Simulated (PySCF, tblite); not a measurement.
# C₄H₇F₃OSi₂: geometry, infrared bands and NMR shifts

What infrared bands and NMR shifts should C₄H₇F₃OSi₂ (`O=C/C([SiH3])=C/C(F)(F)[SiH2]F`) show?

Programs: tblite 0.8.0 and PySCF 2.14.0, with density-fitted response routines of our own. Each step states its level of theory. These are calculated values for one molecule in the gas phase, unless marked as measured. Atoms count from 0, in the outputs and in this text.

**1. Starting geometry**

17 atoms, charge 0, multiplicity 1; geometry from: force field or distance geometry start.

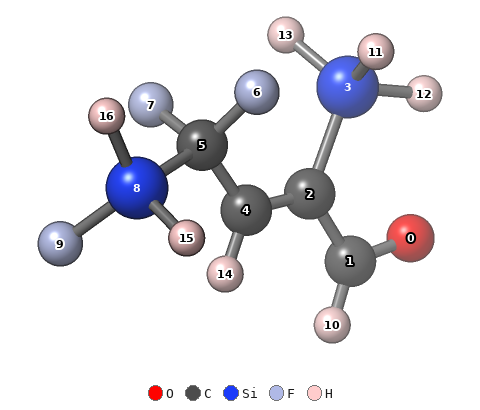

The starting geometry (oxygen red, carbon dark grey, silicon blue, fluorine light blue, hydrogen pink), atoms numbered.

**2. Optimising the geometry with GFN2-xTB**

Job settings and geometry (Å):

```
{"job": {"kind": "relax", "xc": "GFN2-xTB", "basis": "xTB"}, "charge": 0, "multiplicity": 1}
O     -3.247000     1.392300     0.458800
C     -2.108200     1.581300    -0.072500
C     -1.158300     0.464000     0.102100
Si    -1.726600    -1.042600     1.009800
C      0.069000     0.544300    -0.400500
C      1.053600    -0.548700    -0.276100
F      1.066100    -1.040200     0.993300
F      0.709600    -1.519800    -1.197500
Si     2.799500     0.010400    -0.646100
F      2.907000     0.438400    -2.256100
H     -1.858800     2.491500    -0.585600
H     -0.878800    -1.285400     2.201400
H     -3.072100    -0.716300     1.555400
H     -1.795000    -2.209800     0.123000
H      0.368600     1.449400    -0.937500
H      3.189900     1.128200     0.220300
H      3.674500    -1.124900    -0.302200
```

The run is started by

```sh
$ OMP_NUM_THREADS=1 python probes_run.py task.json out
```

This one command runs all jobs of the session in turn.

**Question.** This job is followed by: GFN2-xTB harmonic vibrations, gas phase; GIAO PBE0/pcSseg-1 NMR shielding, non-relativistic, gas phase. What will the session give for the following? strongest single infrared mode (GFN2-xTB); zero-point energy (GFN2-xTB); 13C shifts against TMS (PBE0/pcSseg-1); 1H shifts against TMS (PBE0/pcSseg-1, means over atoms taken as alike); 17O shifts against H2O (PBE0/pcSseg-1); 29Si shifts against TMS (PBE0/pcSseg-1); 19F shifts against CFCl3 (PBE0/pcSseg-1, means over atoms taken as alike).

**Answer**, as computed:

| quantity | value |
| --- | --- |
| strongest single infrared mode (GFN2-xTB) | 726 cm⁻¹, 310 km/mol |
| zero-point energy (GFN2-xTB) | 59.1 kcal/mol |
| 13C shifts against TMS (PBE0/pcSseg-1) | 199.5, 165.5, 152.0, 133.1 ppm |
| 1H shifts against TMS (PBE0/pcSseg-1, means over atoms taken as alike) | 9.96, 7.24, 5.26, 4.25 ppm |
| 17O shifts against H2O (PBE0/pcSseg-1) | 709.9 ppm |
| 29Si shifts against TMS (PBE0/pcSseg-1) | -0.1, -81.8 ppm |
| 19F shifts against CFCl3 (PBE0/pcSseg-1, means over atoms taken as alike) | -129.2, -216.3 ppm |

What this shows: Relaxing lowered the energy by 0.933 eV in 251 steps; the close pair that moved most is C5–Si8, from 1.870 to 1.955 Å. No mode is imaginary among the 45: a minimum at this level. The strongest single mode, at 726 cm⁻¹, moves mainly H16 and H15. GFN2-xTB is a fitted tight-binding method: band positions and strengths are rough. Its intensities can rank the bands wrongly. The most deshielded carbon is C1 (aldehyde carbonyl carbon), at 199.5 ppm: low-lying n→π* states of the double bond to the heteroatom give a large paramagnetic term (-260 ppm). H10 (hydrogen on an aldehyde carbonyl carbon) lies farthest downfield among hydrogen, at 9.96 ppm; the C=O anisotropy and electron withdrawal place aldehyde protons far downfield. At PBE0/pcSseg-1: The largest span, 1370 ppm, is at O0, where the paramagnetic term is -770 ppm.
